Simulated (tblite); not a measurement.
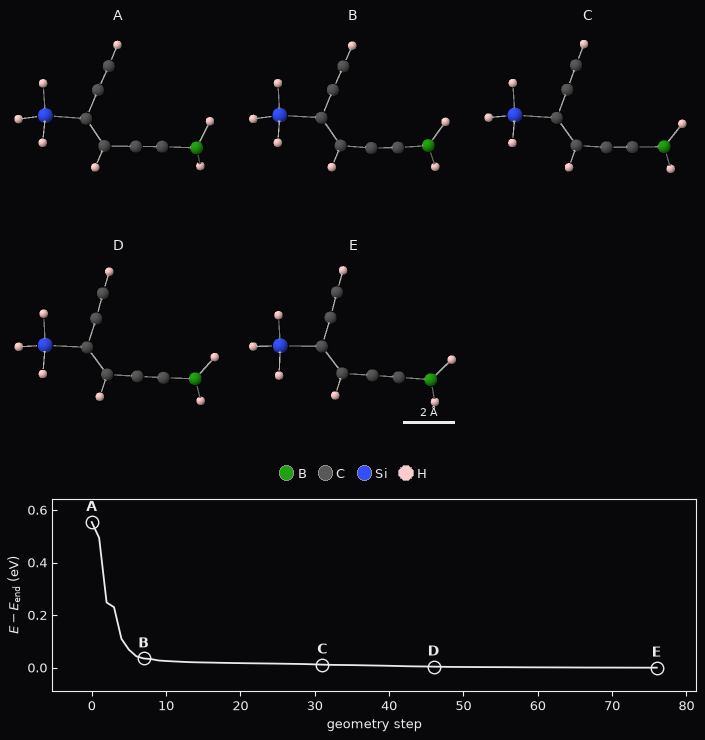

Frames of a relaxation of C$_{6}$H$_{7}$BSi, marked on the history of the run. Style: ball-and-stick. Shown at a tilt.

Computed with GFN2-xTB geometry optimisation, gas phase (tblite). 

Q: Describe the path.

A: Over 76 geometry steps the energy falls by 0.554 eV. The atom that moves furthest after the best rigid fit is an H atom (0.49 Å). By element the largest moves are H 0.49 Å, C 0.32 Å, B 0.12 Å, Si 0.01 Å. Among the contacts that change: B–C 1.565 → 1.487 Å, C–C 1.449 → 1.397 Å, C–Si 1.849 → 1.891 Å, C–C 1.312 → 1.352 Å. Among the angles between lasting bonds that change: H–B–H 113.3° → 120.8°, C–C–H 122.6° → 115.9°, C–C–C 118.4° → 124.2°. From step 0 to 7: the B atom moves most (0.20 Å), energy −0.519 eV. From step 7 to 31: an H atom moves most (0.15 Å), energy −0.023 eV. From step 31 to 46: an H atom moves most (0.21 Å), energy −0.008 eV. From step 46 to 76: an H atom moves most (0.14 Å), energy −0.004 eV.

```csv
step,"E − E(0), eV"
0,0.0000
1,-0.0602
2,-0.3059
3,-0.3239
4,-0.4444
5,-0.4855
6,-0.5107
7,-0.5190
8,-0.5213
9,-0.5267
10,-0.5285
13,-0.5328
17,-0.5353
20,-0.5367
24,-0.5382
27,-0.5395
31,-0.5425
34,-0.5439
38,-0.5458
41,-0.5476
45,-0.5496
48,-0.5510
52,-0.5517
55,-0.5520
59,-0.5526
62,-0.5529
66,-0.5534
69,-0.5537
73,-0.5539
76,-0.5540
```
